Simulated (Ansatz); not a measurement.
# Geometry relaxation, with input and output: AlBNH₆OF (part 1 of 2)

The run: geometry relaxation of AlBNH₆OF. Method and program: RKS PBE0/def2-SVP (Ansatz 0.2.0).

It belongs to a series of runs on one base structure; here: end point A relaxed. Figures and captions count atoms from 1; the log counts them from 0 in places.

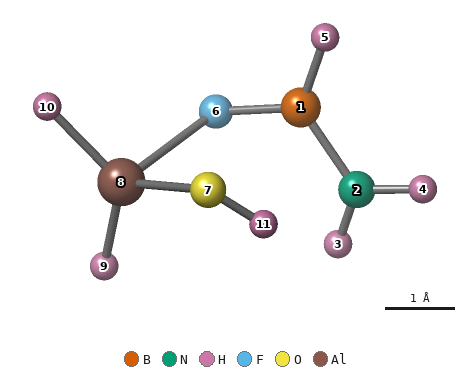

*The starting structure (ball-and-stick view, seen at a tilt; atoms are numbered from 1 in the order of the input). Sticks mark near contacts.*

Input file:
```yaml
crystal:
  periodic: [false, false, false]
  atoms:
    - { symbol: B, position_ang: [0.167561, 0.218758, 0.215822] }
    - { symbol: "N", position_ang: [-0.03259, -0.434745, 1.509074] }
    - { symbol: H, position_ang: [-0.951789, -0.690672, 1.849186] }
    - { symbol: H, position_ang: [0.741387, -0.857146, 2.00499] }
    - { symbol: H, position_ang: [1.233004, 0.385559, -0.304205] }
    - { symbol: F, position_ang: [-0.973605, 0.599352, -0.46101] }
    - { symbol: O, position_ang: [-0.360825, 2.478368, 1.396903] }
    - { symbol: Al, position_ang: [-1.739761, 2.444006, 0.33807] }
    - { symbol: H, position_ang: [-3.111654, 1.843385, 0.884503] }
    - { symbol: H, position_ang: [-1.653255, 3.420517, -0.904855] }
    - { symbol: H, position_ang: [-0.247073, 1.757017, 2.053222] }
basis:
  gaussian: { orbitals: def2-SVP }
hamiltonian:
  xc: pbe0
relax:
  f_tol: 0.03
  max_steps: 50
output:
  orbitals: {}
```

Run on 2 threads of AMD EPYC (Zen 5), 32 GiB of memory available, shared host.

Run as:
```bash
ansatz run input.yaml --threads 2 --pin off --max-ram 3072MiB --backend cpu --events-out ev --progress --plain --runs-dir out
```

Output:
```
The last accepted step is kept in [file] (removed where the run ends without a failure and the disk answers)
Engine: ansatz 0.2.0, x86_64-unknown-linux-gnu
Functional definition: PBE0
  parameter a = 0.25
  parameter kappa = 0.804
  parameter beta = 0.06672455060314922
  exchange = (1 - a)*pbe_x(kappa = kappa, mu = beta*pi^2/3) + a*exact_x
  correlation = pbe_c(beta = beta)
1096 factors; integrals over basis functions are off by at most 3.3e-4 eV
mean field evaluation 1: about -13602.5411 eV, gradient 6.6e1 eV
mean field evaluation 2: about -13588.7386 eV, gradient 1.0e2 eV
mean field evaluation 4: about -13610.4059 eV, gradient 5.8e0 eV
mean field evaluation 8: about -13610.5092 eV, gradient 5.0e-2 eV
mean field -13610.50918697 eV, -500.1769870865 hartree, gradient 2.1e-5 eV, S^2 0.000000; 0 other end points of the search recorded, 0 dependent functions left out
the calculation of the forces begins
reference -13610.50921919 eV, -500.1769882707 hartree; 24, 24 occupied and 80, 80 virtual orbitals, 1096 factors
relax step   1: F+E_penalty+E_count = -13610.50918697 eV  Δ(F+E_penalty+E_count) = +0.000e0 eV  max|allowed force component| = 2.445e0 eV/Å  Δτ_max = 0.0000 Å  (25 SCF iters, accepted)
these checks for a lower state are left out or cut short: starts, cluster_reference, orbital_swaps, neighbouring_geometries, increment
1096 factors; integrals over basis functions are off by at most 3.1e-4 eV
mean field evaluation 16: about -13610.3116 eV, gradient 8.9e0 eV
mean field -13610.63719075 eV, -500.1816911387 hartree, gradient 1.0e-5 eV, S^2 0.000000; 0 other end points of the search recorded, 0 dependent functions left out
[... from here on the field's lines of each further geometry are left out, up to the last ...]
relax step   2: F+E_penalty+E_count = -13610.63719075 eV  Δ(F+E_penalty+E_count) = -1.280e-1 eV  max|allowed force component| = 1.139e0 eV/Å  Δτ_max = 0.1928 Å  (28 SCF iters, accepted)
relax step   3: F+E_penalty+E_count = -13610.66389285 eV  Δ(F+E_penalty+E_count) = -2.670e-2 eV  max|allowed force component| = 1.908e0 eV/Å  Δτ_max = 0.1670 Å  (30 SCF iters, accepted)
relax step   4: F+E_penalty+E_count = -13610.71587302 eV  Δ(F+E_penalty+E_count) = -5.198e-2 eV  max|allowed force component| = 9.011e-1 eV/Å  Δτ_max = 0.1163 Å  (30 SCF iters, accepted)
relax step   5: F+E_penalty+E_count = -13610.75078131 eV  Δ(F+E_penalty+E_count) = -3.491e-2 eV  max|allowed force component| = 3.679e-1 eV/Å  Δτ_max = 0.0866 Å  (29 SCF iters, accepted)
relax step   6: F+E_penalty+E_count = -13610.76340957 eV  Δ(F+E_penalty+E_count) = -1.263e-2 eV  max|allowed force component| = 1.889e-1 eV/Å  Δτ_max = 0.0526 Å  (30 SCF iters, accepted)
relax step   7: F+E_penalty+E_count = -13610.77411267 eV  Δ(F+E_penalty+E_count) = -1.070e-2 eV  max|allowed force component| = 1.626e-1 eV/Å  Δτ_max = 0.0623 Å  (29 SCF iters, accepted)
relax step   8: F+E_penalty+E_count = -13610.75941129 eV  Δ(F+E_penalty+E_count) = +1.470e-2 eV  max|allowed force component| = 1.823e0 eV/Å  Δτ_max = 0.1950 Å  (28 SCF iters, rejected (line search))
relax step   9: F+E_penalty+E_count = -13610.78605845 eV  Δ(F+E_penalty+E_count) = -1.195e-2 eV  max|allowed force component| = 6.191e-1 eV/Å  Δτ_max = 0.0941 Å  (30 SCF iters, accepted)
relax step  10: F+E_penalty+E_count = -13610.80599066 eV  Δ(F+E_penalty+E_count) = -1.993e-2 eV  max|allowed force component| = 6.670e-1 eV/Å  Δτ_max = 0.0960 Å  (30 SCF iters, accepted)
relax step  11: F+E_penalty+E_count = -13610.84845011 eV  Δ(F+E_penalty+E_count) = -4.246e-2 eV  max|allowed force component| = 5.008e-1 eV/Å  Δτ_max = 0.1111 Å  (29 SCF iters, accepted)
relax step  12: F+E_penalty+E_count = -13610.94300938 eV  Δ(F+E_penalty+E_count) = -9.456e-2 eV  max|allowed force component| = 8.551e-1 eV/Å  Δτ_max = 0.1335 Å  (28 SCF iters, accepted)
relax step  13: F+E_penalty+E_count = -13611.04969971 eV  Δ(F+E_penalty+E_count) = -1.067e-1 eV  max|allowed force component| = 5.263e-1 eV/Å  Δτ_max = 0.1139 Å  (27 SCF iters, accepted)
relax step  14: F+E_penalty+E_count = -13610.97519478 eV  Δ(F+E_penalty+E_count) = +7.450e-2 eV  max|allowed force component| = 2.782e0 eV/Å  Δτ_max = 0.1951 Å  (34 SCF iters, rejected (line search))
relax step  15: F+E_penalty+E_count = -13611.16013495 eV  Δ(F+E_penalty+E_count) = -1.104e-1 eV  max|allowed force component| = 4.568e-1 eV/Å  Δτ_max = 0.0940 Å  (27 SCF iters, accepted)
relax step  16: F+E_penalty+E_count = -13611.21070644 eV  Δ(F+E_penalty+E_count) = -5.057e-2 eV  max|allowed force component| = 5.556e-1 eV/Å  Δτ_max = 0.0997 Å  (29 SCF iters, accepted)
relax step  17: F+E_penalty+E_count = -13611.24480199 eV  Δ(F+E_penalty+E_count) = -3.410e-2 eV  max|allowed force component| = 1.095e0 eV/Å  Δτ_max = 0.1463 Å  (30 SCF iters, accepted)
relax step  18: F+E_penalty+E_count = -13611.29806599 eV  Δ(F+E_penalty+E_count) = -5.326e-2 eV  max|allowed force component| = 3.783e-1 eV/Å  Δτ_max = 0.2000 Å  (28 SCF iters, accepted)
relax step  19: F+E_penalty+E_count = -13611.26212524 eV  Δ(F+E_penalty+E_count) = +3.594e-2 eV  max|allowed force component| = 1.409e0 eV/Å  Δτ_max = 0.2000 Å  (28 SCF iters, rejected (line search))
relax step  20: F+E_penalty+E_count = -13611.32165063 eV  Δ(F+E_penalty+E_count) = -2.358e-2 eV  max|allowed force component| = 2.115e-1 eV/Å  Δτ_max = 0.0978 Å  (29 SCF iters, accepted)
relax step  21: F+E_penalty+E_count = -13611.33137755 eV  Δ(F+E_penalty+E_count) = -9.727e-3 eV  max|allowed force component| = 1.065e-1 eV/Å  Δτ_max = 0.0628 Å  (31 SCF iters, accepted)
relax step  22: F+E_penalty+E_count = -13611.35918068 eV  Δ(F+E_penalty+E_count) = -2.780e-2 eV  max|allowed force component| = 3.186e-1 eV/Å  Δτ_max = 0.1465 Å  (28 SCF iters, accepted)
relax step  23: F+E_penalty+E_count = -13611.37395538 eV  Δ(F+E_penalty+E_count) = -1.477e-2 eV  max|allowed force component| = 1.620e-1 eV/Å  Δτ_max = 0.0420 Å  (30 SCF iters, accepted)
relax step  24: F+E_penalty+E_count = -13611.40140680 eV  Δ(F+E_penalty+E_count) = -2.745e-2 eV  max|allowed force component| = 3.726e-1 eV/Å  Δτ_max = 0.1121 Å  (29 SCF iters, accepted)
relax step  25: F+E_penalty+E_count = -13611.43266994 eV  Δ(F+E_penalty+E_count) = -3.126e-2 eV  max|allowed force component| = 9.809e-1 eV/Å  Δτ_max = 0.1955 Å  (28 SCF iters, accepted)
relax step  26: F+E_penalty+E_count = -13611.45218661 eV  Δ(F+E_penalty+E_count) = -1.952e-2 eV  max|allowed force component| = 7.795e-1 eV/Å  Δτ_max = 0.0479 Å  (30 SCF iters, accepted)
relax step  27: F+E_penalty+E_count = -13611.48182483 eV  Δ(F+E_penalty+E_count) = -2.964e-2 eV  max|allowed force component| = 4.197e-1 eV/Å  Δτ_max = 0.1999 Å  (27 SCF iters, accepted)
relax step  28: F+E_penalty+E_count = -13611.50061054 eV  Δ(F+E_penalty+E_count) = -1.879e-2 eV  max|allowed force component| = 3.262e-1 eV/Å  Δτ_max = 0.1444 Å  (28 SCF iters, accepted)
relax step  29: F+E_penalty+E_count = -13611.50866437 eV  Δ(F+E_penalty+E_count) = -8.054e-3 eV  max|allowed force component| = 5.011e-1 eV/Å  Δτ_max = 0.1647 Å  (27 SCF iters, accepted)
relax step  30: F+E_penalty+E_count = -13611.49641355 eV  Δ(F+E_penalty+E_count) = +1.225e-2 eV  max|allowed force component| = 5.248e-1 eV/Å  Δτ_max = 0.1999 Å  (28 SCF iters, rejected (line search))
relax step  31: F+E_penalty+E_count = -13611.52760036 eV  Δ(F+E_penalty+E_count) = -1.894e-2 eV  max|allowed force component| = 1.122e-1 eV/Å  Δτ_max = 0.0973 Å  (29 SCF iters, accepted)
relax step  32: F+E_penalty+E_count = -13611.53182026 eV  Δ(F+E_penalty+E_count) = -4.220e-3 eV  max|allowed force component| = 7.894e-2 eV/Å  Δτ_max = 0.1000 Å  (29 SCF iters, accepted)
relax step  33: F+E_penalty+E_count = -13611.53499229 eV  Δ(F+E_penalty+E_count) = -3.172e-3 eV  max|allowed force component| = 7.902e-2 eV/Å  Δτ_max = 0.0620 Å  (29 SCF iters, accepted)
relax step  34: F+E_penalty+E_count = -13611.53546393 eV  Δ(F+E_penalty+E_count) = -4.716e-4 eV  max|allowed force component| = 1.086e-1 eV/Å  Δτ_max = 0.0978 Å  (29 SCF iters, accepted)
relax step  35: F+E_penalty+E_count = -13611.53635664 eV  Δ(F+E_penalty+E_count) = -8.927e-4 eV  max|allowed force component| = 7.510e-2 eV/Å  Δτ_max = 0.0150 Å  (31 SCF iters, accepted)
relax step  36: F+E_penalty+E_count = -13611.53674431 eV  Δ(F+E_penalty+E_count) = -3.877e-4 eV  max|allowed force component| = 2.604e-2 eV/Å  Δτ_max = 0.0101 Å  (23 SCF iters, accepted)
relax step  37: F+E_penalty+E_count = -13611.53696156 eV  Δ(F+E_penalty+E_count) = -2.173e-4 eV  max|allowed force component| = 2.577e-2 eV/Å  Δτ_max = 0.0235 Å  (30 SCF iters, accepted)
relax step  38: F+E_penalty+E_count = -13611.53726558 eV  Δ(F+E_penalty+E_count) = -3.040e-4 eV  max|allowed force component| = 5.768e-2 eV/Å  Δτ_max = 0.0438 Å  (30 SCF iters, accepted)
relax step  39: F+E_penalty+E_count = -13611.53748348 eV  Δ(F+E_penalty+E_count) = -2.179e-4 eV  max|allowed force component| = 6.897e-2 eV/Å  Δτ_max = 0.0541 Å  (29 SCF iters, accepted)
relax step  40: F+E_penalty+E_count = -13611.53761338 eV  Δ(F+E_penalty+E_count) = -1.299e-4 eV  max|allowed force component| = 5.908e-2 eV/Å  Δτ_max = 0.0250 Å  (31 SCF iters, accepted)
relax step  41: F+E_penalty+E_count = -13611.53775797 eV  Δ(F+E_penalty+E_count) = -1.446e-4 eV  max|allowed force component| = 3.031e-2 eV/Å  Δτ_max = 0.0311 Å  (31 SCF iters, accepted)
the calculation of the forces begins
reference -13611.53784658 eV, -500.2147896300 hartree; 24, 24 occupied and 80, 80 virtual orbitals, 1096 factors
relax step  42: F+E_penalty+E_count = -13611.53781330 eV  Δ(F+E_penalty+E_count) = -5.533e-5 eV  max|allowed force component| = 2.078e-2 eV/Å  Δτ_max = 0.0155 Å  (23 SCF iters, accepted)
```

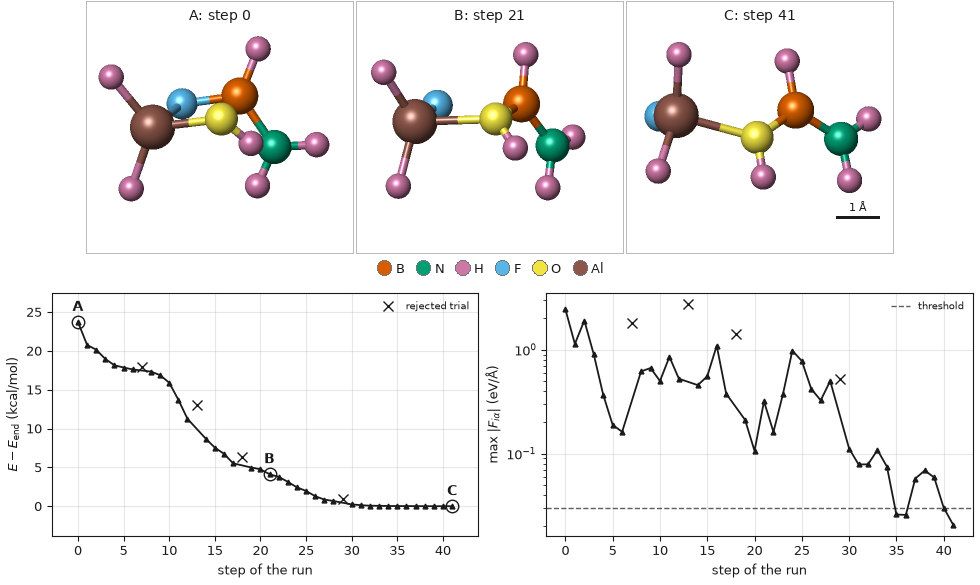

*Frames of the relaxation (ball-and-stick view, seen at a tilt) above the curves, on which the letters mark them (the first geometry is step 0 here and step 1 in the log).*

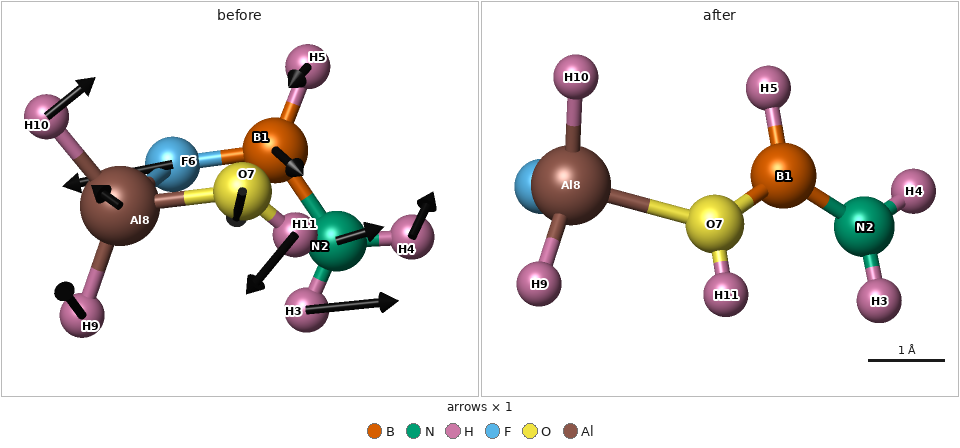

*Before (left) and after (right) the relaxation, at one scale (ball-and-stick view, seen at a tilt). The black arrows give the displacements, at true length.*

The energy falls by 23.7 kcal/mol in 41 geometry steps. Largest force component: 2.4 eV/Å at the start, 0.021 eV/Å at the end. The line search rejected the trial steps at points 7, 13, 18, 29 (counted from 0) and went back. The atom that moves furthest after the best rigid fit is F6 (1.50 Å). Largest moves by element: F 1.50 Å, H 1.29 Å, O 1.16 Å, B 0.77 Å, N 0.67 Å, Al 0.56 Å. Among the contacts that change: B1–F6 1.380 → 3.276 Å, B1–O7 2.604 → 1.406 Å, F6–Al8 2.151 → 1.690 Å, O7–Al8 1.739 → 1.998 Å. New bonds form: B1–O7 (2.60 → 1.41 Å). Bonds break: B1–F6 (1.38 → 3.28 Å). Among the angles that change: O7–Al8–H9 118.8° → 95.4°, F6–Al8–H9 96.4° → 114.8°, F6–Al8–H10 102.6° → 115.2°. (Atoms are counted from 1 in the order of the input.)
